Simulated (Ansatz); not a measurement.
# One shape, several levels: SiNH2Cl (SMILES N[Si]Cl)

Aim: a comparison of 6 runs (B2PLYP/STO-3G, B3LYP/STO-3G, revPBE/STO-3G, BCCD(T)/STO-3G, CCSDT(Q)/STO-3G, FCI/STO-3G) of SiNH2Cl. 

Program for the calculation: Ansatz 0.2.0.

66 further runs of the same task are left out: 66 set aside as unsound or not needed.

**1. The system as given**

The species is SiNH2Cl (5 atoms), meant as a singlet with charge 0. As SMILES, `N[Si]Cl`. The H4–N1 distance was set to 1.261 Å, away from the relaxed value.

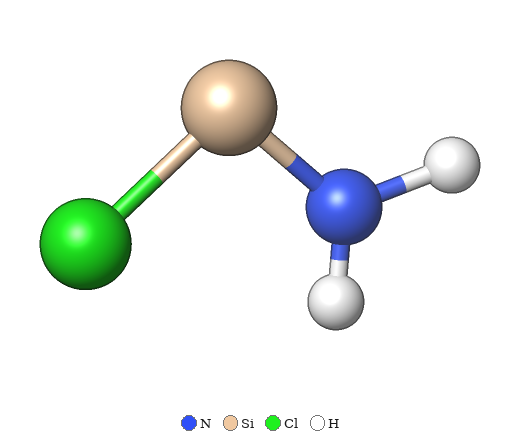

Viewed from a chosen angle; nitrogen blue, silicon light orange, chlorine green, hydrogen white.

**2. The energy at B2PLYP/STO-3G (run 1)**

File in.yaml:

```yaml
crystal:
  periodic: [false, false, false]
  atoms:
    - {symbol: N, position_ang: [-0.066921, 0.344587, -0.235525]}
    - {symbol: Si, position_ang: [-0.034921, -0.580613, 1.190975]}
    - {symbol: Cl, position_ang: [0.730279, -2.363313, 0.375675]}
    - {symbol: H, position_ang: [-0.473300, 1.538600, -0.227400]}
    - {symbol: H, position_ang: [0.219879, 0.031787, -1.151625]}
basis:
  gaussian: {orbitals: STO-3G}
hamiltonian: {xc: {name: B2PLYP}}
correlation: {frozen_orbitals: {Cl: 5, H: 0, "N": 1, Si: 5}}
accuracy: high
```

Launch:

```bash
$ ansatz run in.yaml --threads 1 --pin off --max-ram 2610MiB --events-out events.jsonl --progress --plain --runs-dir runs
```

Standard output:

```text
Warning: RAYON_NUM_THREADS=1 ignored (pool sized by the plan → 1); use --threads N
Functional definition: B2PLYP
  name "B2PLYP"
  parameter a = 0.53
  parameter c = 0.27
  exchange = (1 - a)*b88_x + a*exact_x
  correlation = (1 - c)*lyp_c + c*(mp2_os + mp2_ss)
456 factors; integrals over basis functions are off by at most 1.9e-8 eV
mean field evaluation 1: about -21662.4841 eV, gradient 1.9e1 eV
mean field evaluation 2: about -21662.4990 eV, gradient 1.9e1 eV
mean field evaluation 4: about -21663.9476 eV, gradient 2.1e0 eV
mean field evaluation 8: about -21663.9612 eV, gradient 9.0e-3 eV
mean field evaluation 16: about -21663.9612 eV, gradient 2.9e-8 eV
mean field -21663.96124567 eV, -796.1358914179 hartree, gradient 2.9e-8 eV, S^2 0.000000; 0 other end points of the search recorded, 0 dependent functions left out
11 core orbitals not correlated: weight in the atoms' cores, before any rotation towards them, 1.000 or more for the frozen orbitals, at most 0.000 for the correlated occupied ones
reference -21663.96126447 eV, -796.1358921090 hartree; 9, 9 occupied and 5, 5 virtual orbitals, 456 factors
second order -3.62923425 eV of doubles, -0.00000000 eV of singles
Total energy: -21664.94115772 eV, -796.1719025217 hartree
```

Run time: 2.2 s. Hardware: 1 thread of Arm Neoverse V1, shared host; peak memory 0.1 GiB.

**3. A single-point energy at B3LYP/STO-3G (run 2)**

Edit in.yaml of step 2 so:

```diff
@@ -9,5 +9,6 @@
 basis:
-  gaussian: {orbitals: STO-3G}
-hamiltonian: {xc: {name: B2PLYP}}
-correlation: {frozen_orbitals: {Cl: 5, H: 0, "N": 1, Si: 5}}
+  gaussian:
+    orbitals: STO-3G
+hamiltonian:
+  xc: {name: B3LYP}
 accuracy: high
```

Launch:

```bash
$ ansatz run in.yaml --threads 1 --pin off --max-ram 2610MiB --events-out events.jsonl --progress --plain --runs-dir runs
```

Standard output:

```text
Warning: RAYON_NUM_THREADS=1 ignored (pool sized by the plan → 1); use --threads N
Functional definition: B3LYP
  name "B3LYP"
  parameter a0 = 0.2
  parameter ax = 0.72
  parameter ac = 0.81
  exchange = (1 - a0 - ax)*slater_x + ax*b88_x + a0*exact_x
  correlation = (1 - ac)*vwn_rpa_c + ac*lyp_c
456 factors; integrals over basis functions are off by at most 1.9e-8 eV
mean field evaluation 1: about -21673.4852 eV, gradient 2.2e1 eV
mean field evaluation 2: about -21668.8927 eV, gradient 4.7e1 eV
mean field evaluation 4: about -21675.4241 eV, gradient 1.0e0 eV
mean field evaluation 8: about -21675.4051 eV, gradient 3.4e-3 eV
mean field evaluation 16: about -21675.4051 eV, gradient 3.3e-8 eV
mean field -21675.40507006 eV, -796.5564442073 hartree, gradient 3.3e-8 eV, S^2 0.000000; 0 other end points of the search recorded, 0 dependent functions left out
reference -21675.40509925 eV, -796.5564452803 hartree; 20, 20 occupied and 5, 5 virtual orbitals, 456 factors
Total energy: -21675.40509925 eV, -796.5564452803 hartree
```

It took 1.7 s on 1 thread of Arm Neoverse V1, shared host; peak memory 0.1 GiB.

**4. A single-point energy at revPBE/STO-3G (run 3)**

File input.yaml:

```yaml
crystal:
  periodic: [false, false, false]
  atoms:
    - symbol: "N"
      position_ang: [-0.066921, 0.344587, -0.235525]
    - symbol: Si
      position_ang: [-0.034921, -0.580613, 1.190975]
    - symbol: Cl
      position_ang: [0.730279, -2.363313, 0.375675]
    - symbol: H
      position_ang: [-0.473300, 1.538600, -0.227400]
    - symbol: H
      position_ang: [0.219879, 0.031787, -1.151625]
basis:
  gaussian:
    orbitals: STO-3G
total_charge: 0
hamiltonian:
  xc: {name: revPBE}
accuracy: high
```

Launch:

```bash
$ ansatz run input.yaml --threads 1 --pin off --max-ram 2610MiB --events-out events.jsonl --progress --plain --runs-dir runs
```

Standard output:

```text
Warning: RAYON_NUM_THREADS=1 ignored (pool sized by the plan → 1); use --threads N
Functional definition: revPBE
  name "revPBE"
  parameter kappa = 1.245
  parameter beta = 0.06672455060314922
  exchange = pbe_x(kappa = kappa, mu = beta*pi^2/3)
  correlation = pbe_c(beta = beta)
456 factors; integrals over basis functions are off by at most 1.9e-8 eV
mean field evaluation 1: about -21669.1124 eV, gradient 2.3e1 eV
mean field evaluation 2: about -21654.7877 eV, gradient 7.2e1 eV
mean field evaluation 4: about -21671.2669 eV, gradient 2.2e0 eV
mean field evaluation 8: about -21671.2442 eV, gradient 5.3e-2 eV
mean field evaluation 16: about -21671.2442 eV, gradient 2.4e-7 eV
mean field -21671.24419930 eV, -796.4035350272 hartree, gradient 2.3e-8 eV, S^2 0.000000; 0 other end points of the search recorded, 0 dependent functions left out
reference -21671.24420174 eV, -796.4035351169 hartree; 20, 20 occupied and 5, 5 virtual orbitals, 456 factors
Total energy: -21671.24420174 eV, -796.4035351169 hartree
```

It took 1.6 s on 1 thread of Arm Neoverse V1, shared host; peak memory 0.1 GiB.

Runs 4 to 5 aren't shown in full; the table further down has their settings and results.

**5. A single-point energy at FCI/STO-3G (run 6)**

File input.yaml:

```yaml
crystal:
  periodic: [false, false, false]
  atoms:
    - {symbol: N, position_ang: [-0.066921, 0.344587, -0.235525]}
    - {symbol: Si, position_ang: [-0.034921, -0.580613, 1.190975]}
    - {symbol: Cl, position_ang: [0.730279, -2.363313, 0.375675]}
    - {symbol: H, position_ang: [-0.473300, 1.538600, -0.227400]}
    - {symbol: H, position_ang: [0.219879, 0.031787, -1.151625]}
basis:
  gaussian: {orbitals: STO-3G}
correlation: {method: fci, frozen_orbitals: {Cl: 5, H: 0, "N": 1, Si: 5}}
accuracy: high
```

Launch:

```bash
$ ansatz run input.yaml --threads 1 --pin off --max-ram 2610MiB --events-out events.jsonl --progress --plain --runs-dir runs
```

Standard output:

```text
Warning: RAYON_NUM_THREADS=1 ignored (pool sized by the plan → 1); use --threads N
Functional definition: HF
  name "HF"
  exchange = exact_x
  correlation = 0
456 factors; integrals over basis functions are off by at most 1.9e-8 eV
mean field evaluation 1: about -21634.5421 eV, gradient 1.5e1 eV
mean field evaluation 2: about -21634.6047 eV, gradient 1.5e1 eV
mean field evaluation 4: about -21635.7009 eV, gradient 1.4e0 eV
mean field evaluation 8: about -21635.7120 eV, gradient 3.0e-2 eV
mean field -21635.71200716 eV, -795.0977510509 hartree, gradient 2.9e-8 eV, S^2 0.000000; 0 other end points of the search recorded, 0 dependent functions left out
11 core orbitals not correlated: weight in the atoms' cores, before any rotation towards them, 1.000 or more for the frozen orbitals, at most 0.000 for the correlated occupied ones
reference -21635.71200716 eV, -795.0977510509 hartree; 9, 9 occupied and 5, 5 virtual orbitals, 456 factors
state -21639.12660520 eV, -795.2232352143 hartree
Total energy: -21639.12660520 eV, -795.2232352143 hartree
```

Run time: 20 s. Hardware: 1 thread of Arm Neoverse V1, shared host; peak memory 0.36 GiB.

**6. Overview of the runs**

```csv
run,level,frozen core orbitals,energy (Eh),wall time
1,B2PLYP/STO-3G,11,-796.171903,2.2 s
2,B3LYP/STO-3G,–,-796.556445,1.7 s
3,revPBE/STO-3G,–,-796.403535,1.6 s
4,BCCD(T)/STO-3G,11,-795.222551,0.3 s
5,CCSDT(Q)/STO-3G,11,-795.223270,0.69 s
6,FCI/STO-3G,11,-795.223235,20 s
```

**7. Outcome**

```
                                           quantity          value
                                run 6: total energy  -795.22324 Eh
run 6: correlation energy (11 core orbitals frozen)     -125.5 mEh
```

What this shows: Against full CI in this basis: BCCD(T) +0.7 mEh; CCSDT(Q) -0.0 mEh. Totals of different functionals can't be ranked against each other. In runs 1, 2, 3, 4, 5, 6 the basis is minimal, so the values are rough. All runs together took 26 s, the longest 20 s.
